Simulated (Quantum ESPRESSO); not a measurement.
Band structure of MgSi (P-1, 12 atoms in the cell).

```xyz
12
Lattice="5.2447 0.0000 0.0000 0.8708 5.4355 0.0000 0.3675 1.4507 7.5796" Properties=species:S:1:pos:R:3 pbc="T T T"
Mg     1.3114     5.5751     6.7030
Mg     5.1715     1.3110     0.8767
Mg     4.9549     5.4000     4.0468
Mg     1.5280     1.4862     3.5329
Mg     3.5525     4.7951     1.3952
Mg     2.9304     2.0910     6.1844
Si     3.9270     4.6864     6.5636
Si     2.5560     2.1998     1.0160
Si     0.9572     3.9361     2.0138
Si     5.5257     2.9501     5.5659
Si     2.2907     4.2566     4.1793
Si     4.1923     2.6296     3.4003
```

Computed with PBEsol, GBRV 1.5 ultrasoft (PBESOL) pseudopotentials (plane waves; Quantum ESPRESSO).

Settings: ecutwfc = 40 Ry; ecutrho = 200 Ry; occupations = smearing; smearing = fd; degauss = 0.0073499 Ry; potentials = {Mg: mg_pbesol_v1.4.uspp.F.UPF, Si: si_pbesol_v1.uspp.F.UPF}; K_POINTS = automatic 3 3 2 0 0 0; nbnd = 54; conv_thr = 1e-08 Ry; mixing_beta = 0.3.

The starting cell comes from a database of computed structures (which also holds hypothetical and non-ambient phases and stackings), without a prior relaxation at this level.

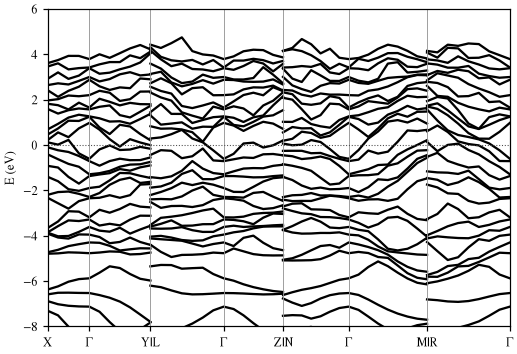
Bands along the path, energies from the Fermi level.

Levels in eV from the Fermi level, bands 39 to 46:
```tsv
point	39	40	41	42	43	44	45	46
X	-1.40	-0.92	-0.41	-0.10	0.12	0.22	0.46	0.69
Γ	-1.89	-1.37	-1.29	-0.71	-0.61	0.98	1.24	1.26
Y	-1.45	-0.90	-0.74	-0.55	-0.16	-0.01	0.21	1.37
Z	-1.42	-1.34	-0.87	-0.45	0.20	0.71	1.54	2.15
M	-0.44	-0.23	0.22	0.67	0.94	1.47	1.63	2.12
```

Bands cross the Fermi level along this path, so the cell is metallic at this level.
